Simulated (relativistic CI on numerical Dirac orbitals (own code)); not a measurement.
```
atom Ce  Z=58  charge=2  electrons=56
nucleus A=140  rms_radius_fm=4.8771
hamiltonian dirac-coulomb  breit=on  qed=on  c_scale=1
orbitals kli  potential=per-configuration
slater_scale 0.85
correlation anchor
mixing on
configurations
  [Xe] 4f2
  [Xe] 4f 5d
  [Xe] 4f 6s
  [Xe] 4f 6p
  [Xe] 4f 6d
  [Xe] 4f 7s
  [Xe] 4f 5f
  [Xe] 4f 6f
  [Xe] 5d2
  [Xe] 5d 6s
  [Xe] 6s2
  [Xe] 5d 6p
  [Xe] 4f 7p
  [Xe] 5d 5f
  [Xe] 6s 6p
  [Xe] 4f 7d
  [Xe] 4f 5g
  [Xe] 5f2
  [Xe] 5d 5g
  [Xe] 4f 7f
  [Xe] 5g2
  [Xe] 6p2
  [Xe] 5f 6s
end
```

Command (the task file carries these settings):
```bash
python run_levels.py task.json out
```

The calculation used Dirac CI, KLI exchange-only orbitals, Breit term, model QED, valence Slater integrals scaled by 0.85, configurations tied to the tabulated ionisation limit (radial Dirac CI code).

Levels without a good LS label are named by their open jj subshells in square brackets.

The plot shows absorption lines from the lowest level (oscillator strengths f):

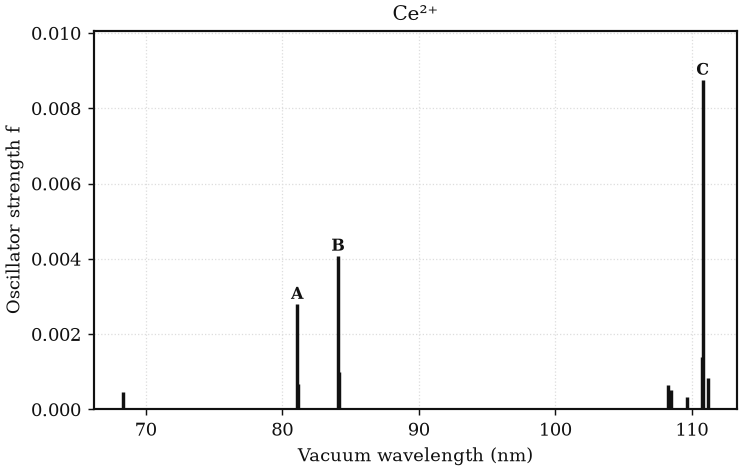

The lettered lines are A: 4f 5g [4f₅/₂ 5g₇/₂] J = 5 ← 4f² ³H₄, 81.08 nm, f = 0.0028; B: 4f 7d ³G°₃ ← 4f² ³H₄, 84.11 nm, f = 0.0041; C: 4f 6d ³G°₃ ← 4f² ³H₄, 110.8 nm, f = 0.0087. The strongest, C, lies in the extreme ultraviolet region.

Limits of the model: configurations built on the next ion are tied to the tabulated ionisation energy, low ones can still be off by several thousand cm⁻¹ and the others by 10000 or more; rates and lifetimes follow the computed energies and can be off by orders of magnitude; one shift a configuration: terms inside it, and wavelengths, can be off by thousands of cm⁻¹; the fine structure of a weakly bound d or f electron outside closed shells is too small or inverted; only a limited list of configurations is included, so lower levels can be missing; only lines among the lowest 265 of 320 levels are drawn.
